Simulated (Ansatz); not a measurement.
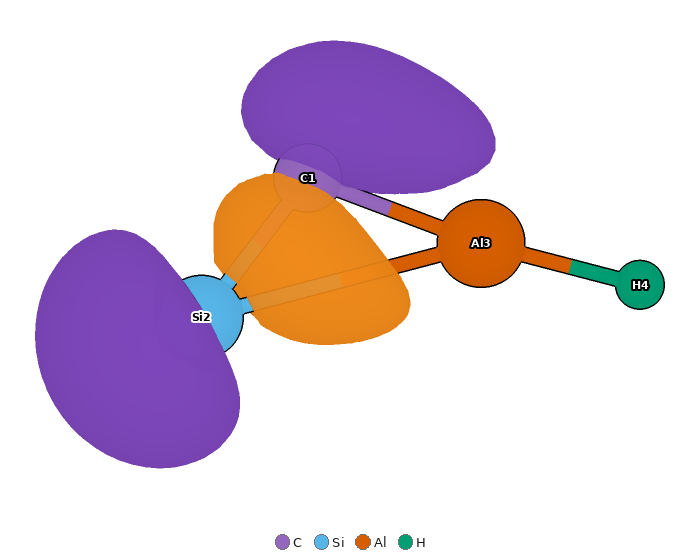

*CHAlSi. The HOMO at ±0.15 Å⁻³ᐟ² (orange and purple are the two phases), seen across its widest extent.*

Geometry: PBE0-D4/def2-TZVP.

Theory: Ansatz 0.2.0, RKS PBE0-D4/def2-TZVPP.

Q: What is the character of this orbital?

A: It lies mainly on Si2 (about 50 %), C1 (about 35 %) and Al3 (about 15 %); it is symmetric in the molecular plane (an in-plane orbital: σ, lone-pair or in-plane π type). Its energy is −6.50 eV.
